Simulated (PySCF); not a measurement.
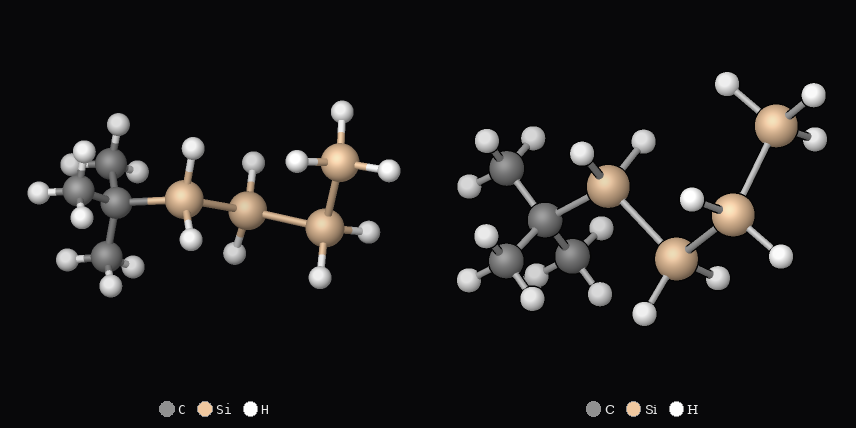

The same structure drawn twice, from different directions.

Description:

Formula C₄H₁₈Si₄. As SMILES it reads `CC(C)(C)[SiH2][SiH2][SiH2][SiH3]`. It has no ring. Among its groups: Si–H bond. This geometry has C1 symmetry. Coordination: 4 C tetrahedral; 4 Si tetrahedral.

The parts below concern this one geometry. Atoms keep their numbers from picture to picture. The geometry was computed by an optimisation with PBE0-D3(BJ)/def2-SVP. No frequency run is at hand to confirm it as a minimum.

Electronic properties

No frequency run is at hand to confirm it as a minimum. Method: B3LYP/def2-SVPD, gas phase (PySCF 2.14.0). Excitations: vertical, linear response.

Computed properties:

- dipole moment: 1.13 D
- HOMO energy (Kohn–Sham orbital): −7.30 eV
- LUMO energy (Kohn–Sham orbital): −0.38 eV
- HOMO–LUMO gap: 6.92 eV
- mean static polarisability: 174.9 bohr³
- lowest vertical singlet excitation: 6.13 eV
- its oscillator strength: 0.013
- brightest of the 10 lowest singlets: 6.99 eV
- its oscillator strength: 0.24

NMR shielding

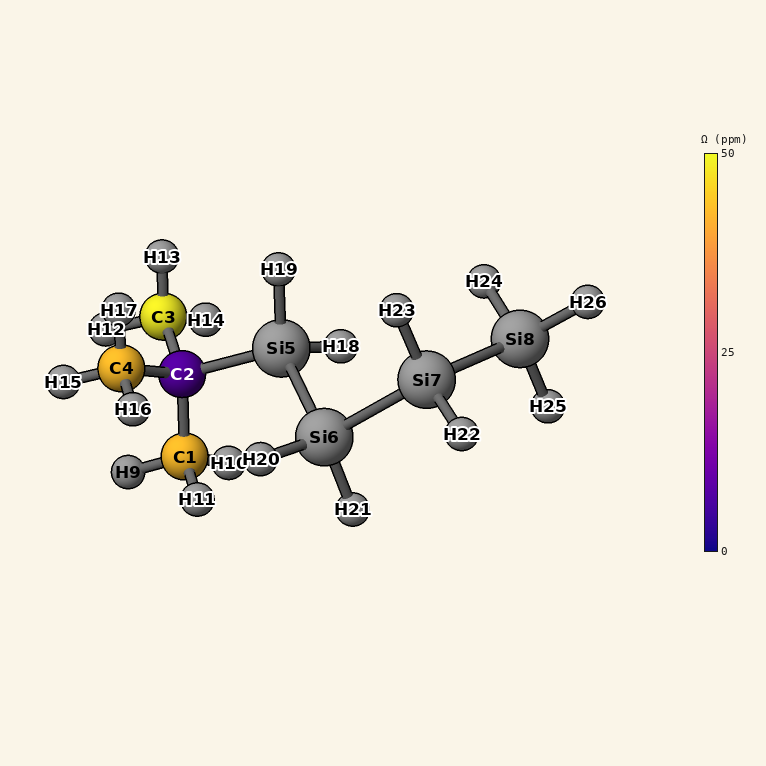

The C atoms are coloured by the span of their shielding tensor. No frequency run is at hand to confirm it as a minimum. Method: GIAO PBE0/pcSseg-1 NMR shielding, non-relativistic, gas phase (PySCF 2.14.0). Principal shieldings σ11 ≤ σ22 ≤ σ33, span Ω = σ33 − σ11, skew κ = 3(σiso − σ22)/Ω.

> Which C atom has the most anisotropic shielding?

C3, with a span of 49 ppm.

Give the shielding tensors of the C atoms.

| atom | σ11 | σ22 | σ33 | σiso | Ω | κ |
| --- | --- | --- | --- | --- | --- | --- |
| C1 | 139.6 | 142.8 | 182.4 | 154.9 | 42.8 | 0.85 |
| C2 | 162.0 | 166.9 | 169.8 | 166.3 | 7.8 | −0.25 |
| C3 | 135.4 | 139.6 | 184.1 | 153.0 | 48.7 | 0.83 |
| C4 | 140.8 | 142.3 | 183.7 | 155.6 | 42.9 | 0.93 |

Shieldings and span in ppm.

Bond orders

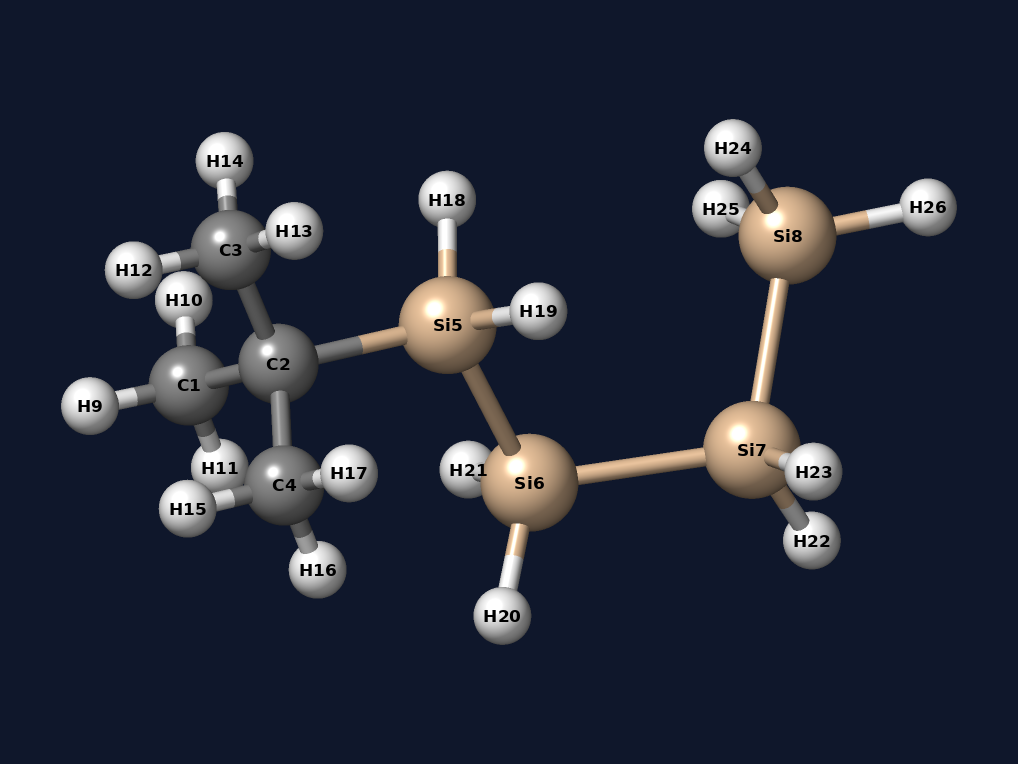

Every bond is drawn as one stick. No frequency run is at hand to confirm it as a minimum. Method: PBE0/pcSseg-1 (PySCF 2.14.0).

List the Mayer bond orders of C1–C2, C2–C3, C2–C4, C2–Si5, Si5–Si6, Si6–Si7, Si7–Si8 (bonds between heavy atoms, one of each equivalent set).

```json
{"bond": "C1–C2", "Mayer order": "1.00", "length (Å)": "1.530"}
{"bond": "C2–C3", "Mayer order": "1.01", "length (Å)": "1.531"}
{"bond": "C2–C4", "Mayer order": "1.01", "length (Å)": "1.531"}
{"bond": "C2–Si5", "Mayer order": "0.86", "length (Å)": "1.912"}
{"bond": "Si5–Si6", "Mayer order": "0.87", "length (Å)": "2.349"}
{"bond": "Si6–Si7", "Mayer order": "0.89", "length (Å)": "2.344"}
{"bond": "Si7–Si8", "Mayer order": "0.89", "length (Å)": "2.345"}
```
